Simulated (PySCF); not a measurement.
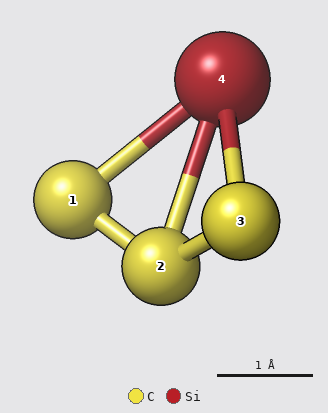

Starting structure of SiC3. The picture is a ball-and-stick view, seen at a tilt.

The start comes from GFN2-xTB. Its atoms were then displaced at random by about 0.01 Å.

Level of theory: PySCF 2.14.0, density-fitted response routines, PBE0-D3(BJ)/def2-SVP geometry optimisation, gas phase.

```xyz
4

C    -1.1549   -0.1259    0.6136
C    -0.0068   -0.7264    0.6592
C     1.1550   -0.1053    0.6207
Si    0.0447    0.9322   -0.6369
```

> Predict the outcome.

After 9 geometry steps the energy has fallen by 63.0 kJ/mol. The largest move after the best rigid fit is that of C2, 0.27 Å. Largest moves by element: C 0.27 Å, Si 0.10 Å. Among the contacts that change: C2–Si4 2.106 → 1.893 Å, C3–Si4 1.973 → 2.039 Å, C1–C2 1.297 → 1.343 Å, C2–C3 1.318 → 1.343 Å. Bond angles that change, for instance: C1–C2–C3 124.2° → 151.9°, C2–C3–Si4 76.7° → 64.3°, C2–C1–Si4 74.9° → 64.3°. Groups turn about C2–C3 by about 40°, C1–C2 by about 35°, C1–Si4 by about 20°.

The structure at the end:

```xyz
4

C    -1.2960   -0.2318    0.5106
C     0.0040   -0.4694    0.7504
C     1.3096   -0.2339    0.5425
Si    0.0203    0.9097   -0.5469
```

The end point in the same view:

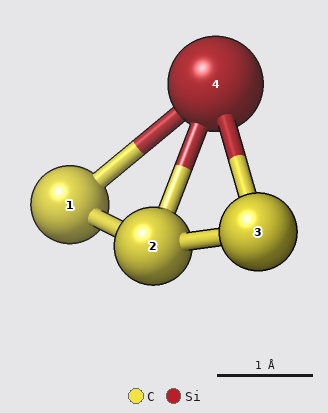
